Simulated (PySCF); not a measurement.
# C₅H₉ClSi: what the fields show

```yaml
atoms:
  - { symbol: C, position_ang: [2.1902, -0.3195, 0.7140] }
  - { symbol: C, position_ang: [0.8235, -0.9754, 0.8954] }
  - { symbol: C, position_ang: [-0.2203, -0.2628, 0.1079] }
  - { symbol: C, position_ang: [-1.0621, -0.7427, -0.8176] }
  - { symbol: C, position_ang: [-1.8292, 0.4467, -1.3044] }
  - { symbol: Cl, position_ang: [-3.5919, 0.3002, -0.9954] }
  - { symbol: Si, position_ang: [-0.8253, 1.5289, -0.0407] }
  - { symbol: H, position_ang: [2.4917, -0.3567, -0.3303] }
  - { symbol: H, position_ang: [2.1484, 0.7228, 1.0233] }
  - { symbol: H, position_ang: [2.9418, -0.8320, 1.3097] }
  - { symbol: H, position_ang: [0.8673, -2.0239, 0.5893] }
  - { symbol: H, position_ang: [0.5512, -0.9427, 1.9543] }
  - { symbol: H, position_ang: [-1.2009, -1.7566, -1.1604] }
  - { symbol: H, position_ang: [-1.7419, 0.6329, -2.3740] }
  - { symbol: H, position_ang: [0.0643, 2.5205, -0.6413] }
  - { symbol: H, position_ang: [-1.6143, 2.0693, 1.0589] }
```

Geometry: GFN2-xTB.

Theory: PySCF, PBE0/pcSseg-1, SCF density, gas phase, non-relativistic.

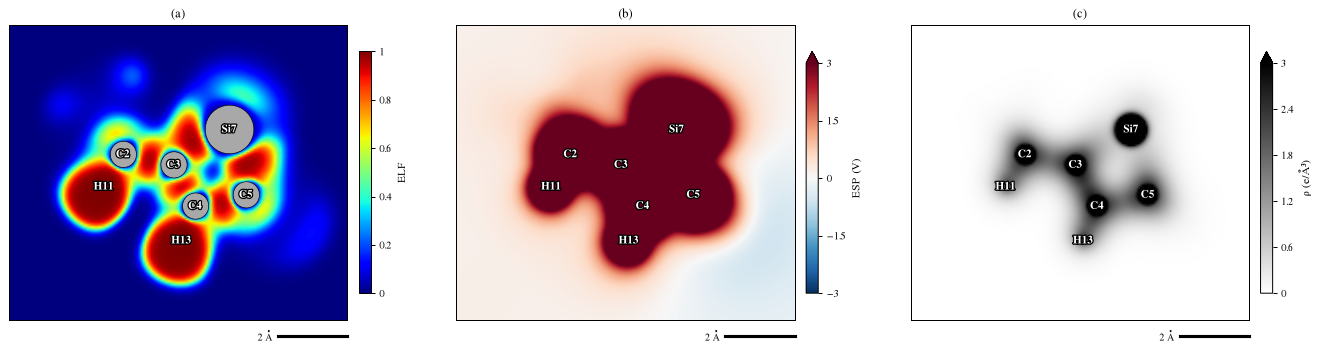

Figure 1. (a) electron localisation function; (b) electrostatic potential; (c) total electron density on the plane of atoms C4, C3 and Si7. Grey discs cover the atomic cores in the ELF map.

Question: What do the fields say about this system?

Answer:
- The section cuts through C, Si and H sites.
- C–C (1.34 Å): ρ at the midpoint is about 2.3 e/Å³; the ELF peaks at about 0.90 between the atoms; a short, multiple covalent bond.
- C–Si (1.90 Å): ρ is about 0.88 e/Å³ halfway; the ELF peaks at about 0.95 between the atoms (a shared electron pair).
- C–H (1.08 Å): ρ at the midpoint is about 2 e/Å³; the ELF climbs to about 1 towards the hydrogen, as it does in any bond to H; an ordinary covalent bond to hydrogen.
- C–C (1.49 Å): ρ at the midpoint is about 1.7 e/Å³; the ELF peaks at about 0.95 between the atoms; a covalent bond.
- C–Si (1.94 Å): ρ at the midpoint is about 0.85 e/Å³; the ELF peaks at about 0.95 between the atoms, as expected for a shared electron pair.
- Outside the dense part of the molecule the potential is most negative (−0.6 V) near Cl6, which lies off the plane.

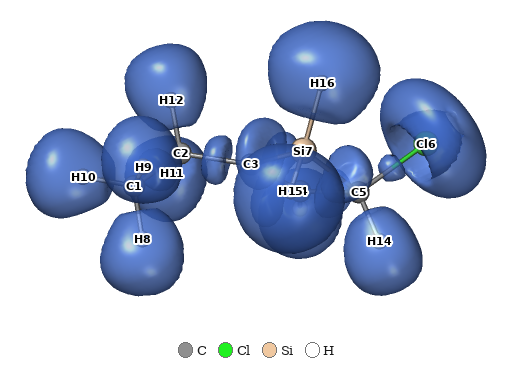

Figure 2. Isosurface of the ELF at 0.8 (blue), seen from one side. Only the valence region is drawn (cores and ρ < 0.01 e/Å³ removed).

Question: Describe the localisation domains.

Answer: The ELF exceeds this value in four regions between bonded C–C atoms (shared pairs), one region between bonded C–Cl atoms (shared pairs), two regions between bonded C–Si atoms (shared pairs), nine regions around hydrogen nuclei and one ring or bowl of non-bonding electrons around Cl. Profiles from the grid: C–Cl (1.80 Å): the ELF peaks at about 0.85 between the atoms; localised, covalent bonding.

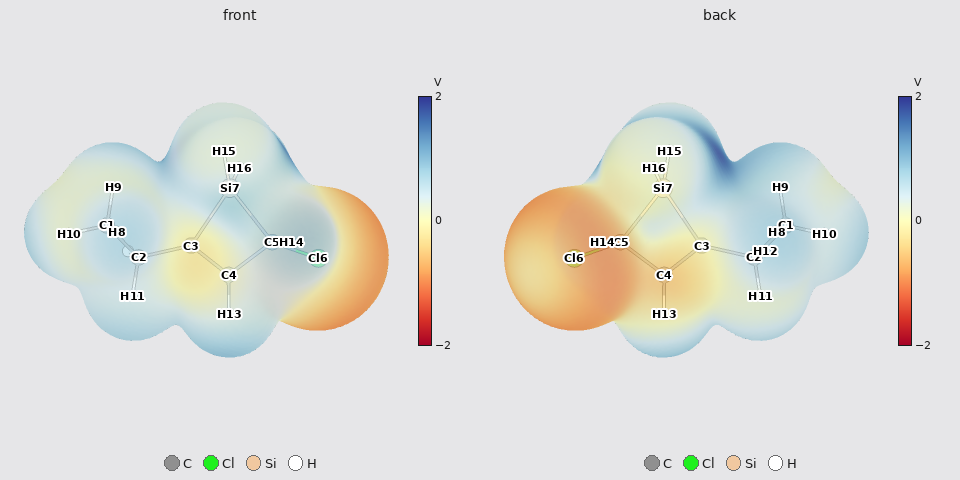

Figure 3. The molecular electrostatic potential painted on the density surface at 0.002 e/bohr³, seen from the front and from behind; red is negative and blue positive.

Question: Where is the surface potential most negative and most positive?

Answer: The most negative region (about −0.9 V) lies over Cl6, the most positive (about +1.7 V) over Si7.
